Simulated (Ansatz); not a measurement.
```yaml
crystal:
  periodic: [false, false, false]
  atoms:
    - {symbol: O, position_ang: [-0.986400, -1.597200, -0.254000]}
    - {symbol: C, position_ang: [-0.757300, -0.317800, -0.027100]}
    - {symbol: Si, position_ang: [0.424600, 1.010700, 0.234900]}
    - {symbol: H, position_ang: [-0.188800, -2.234200, -0.327700]}
    - {symbol: H, position_ang: [0.687800, 1.981100, -0.849300]}
    - {symbol: H, position_ang: [0.822000, 1.301700, 1.637100]}
basis:
  gaussian: {orbitals: def2-TZVPP}
total_charge: 1
hamiltonian: {xc: r2scan, dispersion: d4}
output: {forces: true}
```

Geometry: atoms displaced at random (about 0.07 Å) from a stationary point of GFN2-xTB.

Describe the molecule in this file.

The species is CH₃OSi⁺. SMILES: `O[C+]=[SiH2]`. It has no ring. Among its groups: Si–H bond. Coordination, clear cases only: 1 O bent; 1 C bent.

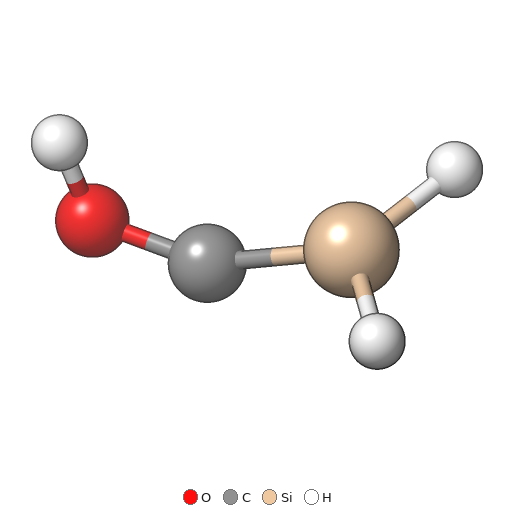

Figure made from data computed with Ansatz.
